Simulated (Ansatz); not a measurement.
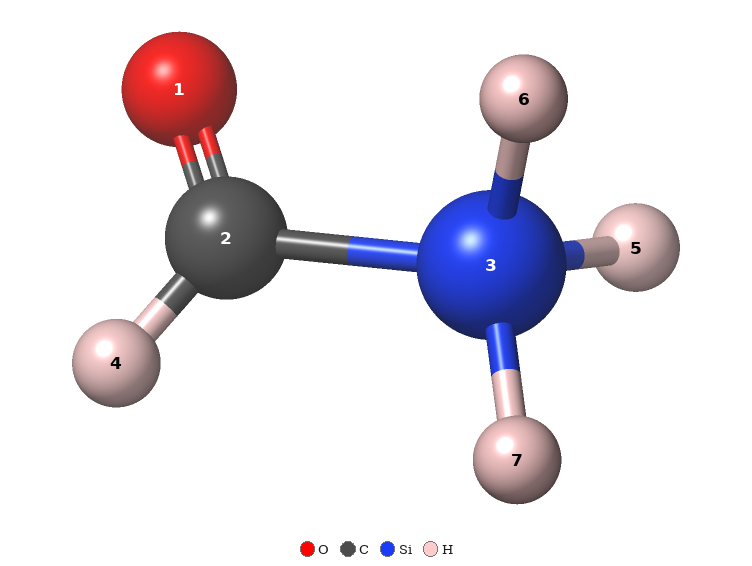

Numbered structure. The geometry was computed by an optimisation with PBE-D4/def2-SVP. No frequency run is at hand to confirm it as a minimum.

List the bonds and their lengths.

| bond | length (Å) | order |
| --- | --- | --- |
| O1–C2 | 1.217 | double |
| C2–Si3 | 1.952 | single |
| C2–H4 | 1.139 | single |
| Si3–H5 | 1.503 | single |
| Si3–H6 | 1.503 | single |
| Si3–H7 | 1.505 | single |
